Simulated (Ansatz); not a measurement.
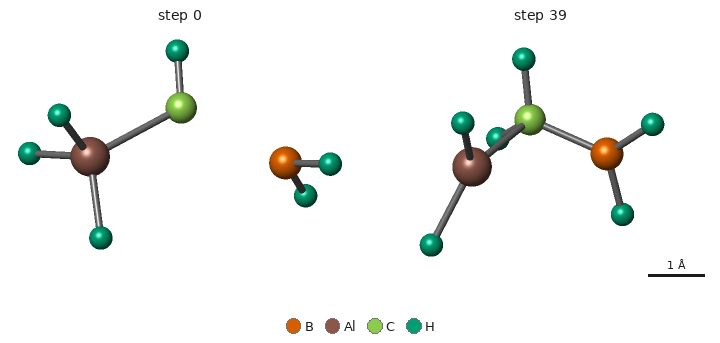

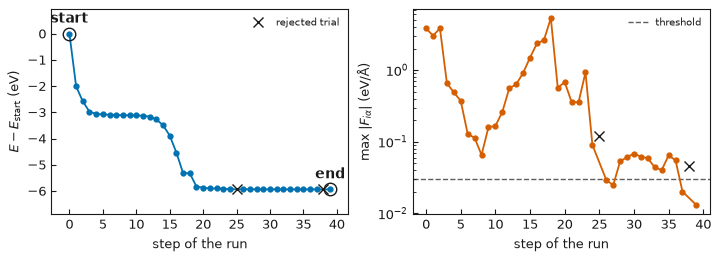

First and last geometry of a relaxation of CH$_{6}$AlB, with the history of the run. The picture is a ball-and-stick view, seen at a tilt.

It is one of the separated reactants of a reaction.

Theory: RKS PBE-D4/def2-SVP (Ansatz 0.2.0). Settings: force threshold 0.03 eV/Å; at most 250 steps.

### Did the run converge, and what did it change?

It converged. The largest move after the best rigid fit is that of an H atom, 2.13 Å. By element the largest moves are H 2.13 Å, B 0.71 Å, Al 0.63 Å, C 0.48 Å. Some distances before and after: C–H 2.864 → 1.111 Å, Al–H 1.520 → 2.466 Å, Al–B 3.590 → 2.746 Å, B–C 2.119 → 1.521 Å. New bonds form: B–C (2.12 → 1.52 Å), C–H (2.86 → 1.11 Å). Bonds break: Al–H (1.52 → 2.47 Å). Among the angles between lasting bonds that change: Al–C–H 117.7° → 102.5°, H–Al–H 107.9° → 121.5°, C–Al–H 110.2° → 119.2°. After 37 accepted moves (39 points after the start) the energy has fallen by 5.940 eV. Largest force component: 3.8 eV/Å at the start, 0.013 eV/Å at the end. The line search rejected the trial steps at points 25, 38 of the run. The forces were under the threshold at step 26, but the run went on from there.

```tsv
step	E − E(0), eV	largest force component, eV/Å	note
0	0.0000	3.8222	
1	-2.0061	3.0321	
2	-2.5829	3.8109	
3	-2.9778	0.6582	
4	-3.0565	0.4888	
5	-3.0806	0.3721	
6	-3.0934	0.1290	
7	-3.1022	0.1136	
8	-3.1101	0.0655	
9	-3.1156	0.1601	
10	-3.1201	0.1662	
12	-3.1621	0.5566	
13	-3.2699	0.6339	
15	-3.8852	1.4982	
16	-4.5385	2.3625	
18	-5.3250	5.3209	
19	-5.8315	0.5673	
21	-5.9048	0.3591	
22	-5.9055	0.3555	
24	-5.9335	0.0903	
25	-5.9330	0.1187	rejected
27	-5.9368	0.0248	
28	-5.9374	0.0533	
30	-5.9384	0.0685	
31	-5.9389	0.0619	
33	-5.9396	0.0439	
34	-5.9398	0.0403	
36	-5.9401	0.0551	
37	-5.9403	0.0202	
39	-5.9404	0.0131
```
